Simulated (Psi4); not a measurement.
# HNO3 (peroxynitrous acid) at HF/6-311+G(d,p)

What is the energy change on altering one bond length of HNO3 (peroxynitrous acid) at HF/6-311+G**? 

The results are computed with Psi4 1.11.

1 further run of the same task is left out (set aside as unsound or not needed).

### Step 1. The system as given

The species is HNO3 (5 atoms), meant as a singlet with charge 0. SMILES: `O=NOO`. Geometry: relaxed at PBE0-D4/def2-TZVP. This is one conformer, not always the lowest.

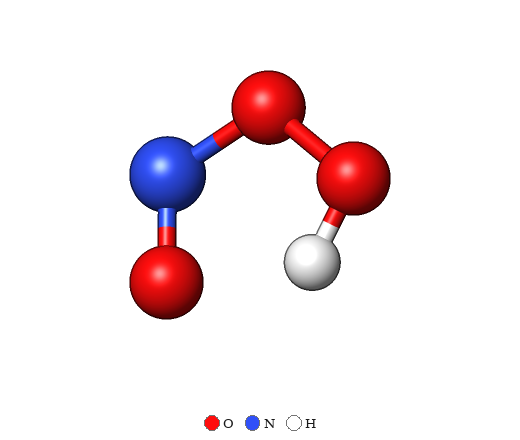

The structure, seen from a chosen angle (oxygen red, nitrogen blue, hydrogen white).

### Step 2. Energy and gradient at HF/6-311+G(d,p)

job.inp reads:

```
memory 2200 mb

molecule m {
  0 1
  O
  N 1 R2
  O 2 R3 1 A3
  O 3 R4 2 A4 1 D4
  H 4 R5 3 A5 2 D5

  R2 = 1.180489
  R3 = 1.35263
  A3 = 114.59964
  R4 = 1.401006
  A4 = 114.12682
  D4 = -0.00011
  R5 = 0.984122
  A5 = 101.03517
  D5 = -0.00671
  symmetry c1
}

set {
  basis 6-311+G**
  puream true
  e_convergence 1e-09
  d_convergence 1e-08
  scf_type pk
}

energy_value, wavefunction = gradient("scf", return_wfn=True)
oeprop(wavefunction, "LOWDIN_CHARGES", "MAYER_INDICES", "QUADRUPOLE", title="SCF")
```

Run with:

```console
$ psi4 job.inp job.out -n 1
```

job.out:

```text
[...]
  Running in c1 symmetry.
[...]
  Nuclear repulsion =  124.505235926011736
[...]
  Multiplicity = 1
[...]
  Nalpha       = 16
  Nbeta        = 16
[...]
    Number of basis functions: 94
[...]
   @RHF iter   1:  -279.35414838385230   -6.85187e-01   5.62666e-03 DIIS/ADIIS
[...]
   @RHF iter  14:  -279.47510126682835   -6.19593e-12   6.51300e-09 DIIS
[...]
    Orbital Energies [Eh]
    ---------------------
    Doubly Occupied:
       1A    -20.724089     2A    -20.687759     3A    -20.672088
       4A    -15.826003     5A     -1.674182     6A     -1.527677
       7A     -1.308367     8A     -0.964704     9A     -0.849808
      10A     -0.772471    11A     -0.756584    12A     -0.642818
      13A     -0.628012    14A     -0.627716    15A     -0.507898
      16A     -0.500257
[...]
  @RHF Final Energy:  -279.47510126682835
   => Energetics <=
    Nuclear Repulsion Energy =            124.5052359260117356
    One-Electron Energy =                -630.6198073125908650
    Two-Electron Energy =                 226.6394701197508255
    Total Energy =                       -279.4751012668283465
[...]
  -Total Gradient:
     Atom            X                  Y                   Z
    ------   -----------------  -----------------  -----------------
       1        0.000001442161    -0.001678186219    -0.059546845161
       2       -0.000002167402     0.023999668696     0.044310357317
       3        0.000000980361    -0.011121551897     0.023754094220
       4        0.000003896665    -0.034919861819     0.012938295450
       5       -0.000004151785     0.023719931238    -0.021455901825
[...]
 Multipole Moments:
 ------------------------------------------------------------------------------------
     Multipole            Electronic (a.u.)      Nuclear  (a.u.)        Total (a.u.)
 ------------------------------------------------------------------------------------
 L = 1.  Multiply by 2.5417464519 to convert [e a0] to [Debye]
 Dipole X            :          0.0000230           -0.0001070           -0.0000840
 Dipole Y            :          0.9783696           -0.8188198            0.1595498
 Dipole Z            :          0.4627491           -0.8861208           -0.4233717
 Magnitude           :                                                    0.4524375
 L = 2.  Multiply by 1.3450342976 to convert [e a0^2] to [Debye ang]
 Quadrupole XX       :        -15.8791175            0.0000000          -15.8791175
 Quadrupole XY       :         -0.0003035            0.0004528            0.0001493
[...]
```

It took 7.8 s on 1 thread of Intel Xeon 6975P-C (Granite Rapids), shared host; peak memory 0.33 GiB.

### Step 3. The distorted shape, same level

input.inp reads:

```
memory 2200 mb

molecule {
  0 1
  O     -0.505486    -1.104481     1.058334
  N     -1.513606    -0.897471     0.480064
  O     -1.416926     0.019359    -0.509726
  O      0.508600     0.826880    -0.747550
  H      1.001920     0.348200    -0.043280
  symmetry c1
}

set {
  basis         6-311+G**
  reference     rhf
  puream        true
  e_convergence 1e-09
  d_convergence 1e-08
  scf_type      pk
}

gradient('hf')
print_variables()
```

Run with:

```console
$ psi4 -i input.inp -o input.out -n 1
```

input.out:

```text
[...]
  Running in c1 symmetry.
[...]
  Nuclear repulsion =  110.174092803880072
[...]
  Multiplicity = 1
[...]
  Nalpha       = 16
  Nbeta        = 16
[...]
    Number of basis functions: 94
[...]
   @RHF iter   1:  -278.78952460432026   -8.89608e-01   1.04692e-02 DIIS/ADIIS
[...]
   @RHF iter  19:  -279.36134187973659   -8.69704e-12   8.55742e-09 DIIS
[...]
    Orbital Energies [Eh]
    ---------------------
    Doubly Occupied:
       1A    -20.722619     2A    -20.710019     3A    -20.680091
       4A    -15.828054     5A     -1.633898     6A     -1.406389
       7A     -1.358957     8A     -0.939390     9A     -0.772689
      10A     -0.745392    11A     -0.714923    12A     -0.706538
      13A     -0.603268    14A     -0.538938    15A     -0.512782
      16A     -0.460085
[...]
  @RHF Final Energy:  -279.36134187973659
   => Energetics <=
    Nuclear Repulsion Energy =            110.1740928038800718
    One-Electron Energy =                -602.4028038388964887
    Two-Electron Energy =                 212.8673691552798459
    Total Energy =                       -279.3613418797365853
[...]
 Multipole Moments:
 ------------------------------------------------------------------------------------
     Multipole            Electronic (a.u.)      Nuclear  (a.u.)        Total (a.u.)
 ------------------------------------------------------------------------------------
 L = 1.  Multiply by 2.5417464519 to convert [e a0] to [Debye]
 Dipole X            :         -0.9647605            1.5816084            0.6168479
 Dipole Y            :         -0.7090617            0.5740473           -0.1350144
 Dipole Z            :          0.4588853           -0.0955989            0.3632865
 Magnitude           :                                                    0.7284966
[...]
  -Total Gradient:
     Atom            X                  Y                   Z
    ------   -----------------  -----------------  -----------------
       1        0.063367339870    -0.003497373584     0.025729759928
       2       -0.085839889195    -0.040931713468     0.016107807681
       3       -0.059837417541     0.009751067409    -0.031495007304
       4        0.059406528997     0.043908575494    -0.028538185914
       5        0.022903437868    -0.009230555850     0.018195625609
[...]
```

Wall time 7.5 s (1 thread of Intel Xeon 6975P-C (Granite Rapids), shared host); peak memory 0.33 GiB.

### Step 4. Outcome

At HF/6-311+G**:

| quantity | value |
| --- | --- |
| first shape: total energy | -279.47510 Eh |
| first shape: dipole moment | 1.15 D |
| first shape: HOMO energy | -13.61 eV |
| first shape: LUMO energy | 1.70 eV |
| first shape: HOMO–LUMO gap | 15.31 eV |
| first shape: largest force on an atom | 3.063 eV/Å |
| distorted shape: total energy | -279.36134 Eh |
| distorted shape: dipole moment | 1.85 D |
| distorted shape: HOMO energy | -12.52 eV |
| distorted shape: LUMO energy | -2.02 eV |
| distorted shape: HOMO–LUMO gap | 10.50 eV |
| distorted shape: largest force on an atom | 4.960 eV/Å |
| energy change with the O3–O4 bond stretched from 1.401 to 2.101 Å | 3.096 eV |

What this shows: One bond (distorted shape) is far stretched, which a spin-restricted single reference describes badly; a broken-symmetry solution may lie lower. With the O3–O4 bond stretched from 1.401 to 2.101 Å the energy rises by 3.10 eV (71 kcal/mol). The first shape isn't relaxed at this level, so the change isn't measured from a minimum. A restricted reference can't describe the breaking bond well at this length. The largest force (first shape) is 3.06 eV/Å: the shape isn't a stationary point for this species at this level.
